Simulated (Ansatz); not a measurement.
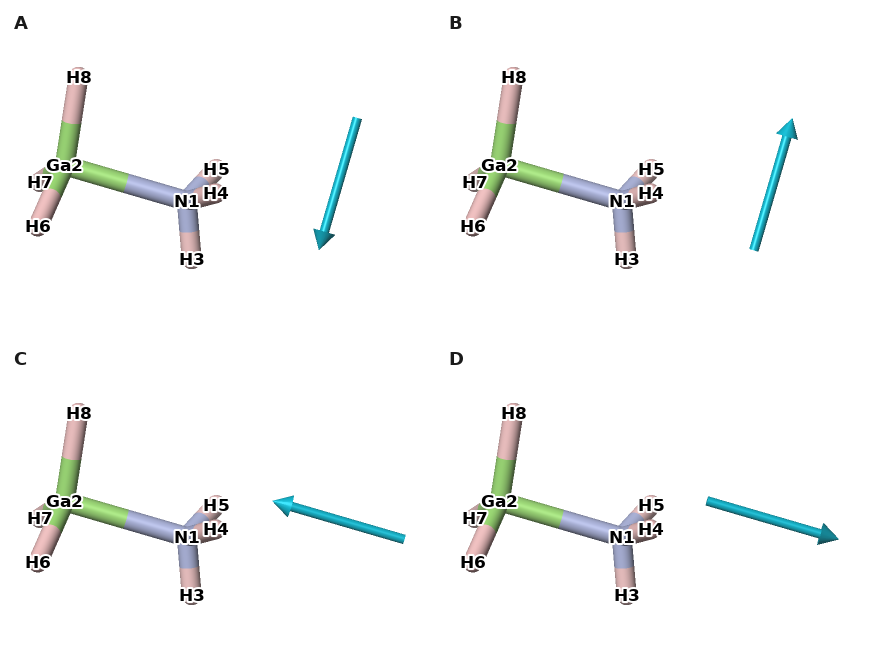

The same molecule four times, each with an arrow. The computed structure is the end point of a PBE-D4/def2-SVP optimisation. No frequency run is at hand to confirm it as a minimum. Level of theory: RKS PBE-D4/def2-SVP (Ansatz 0.2.0).

> Which arrow points along the dipole moment, from the negative to the positive end?

D. The dipole moment is 5.33 D; it points from the side of H6, H7, H8 to the side of H3, H4, H5 (the outermost atoms at the two ends).
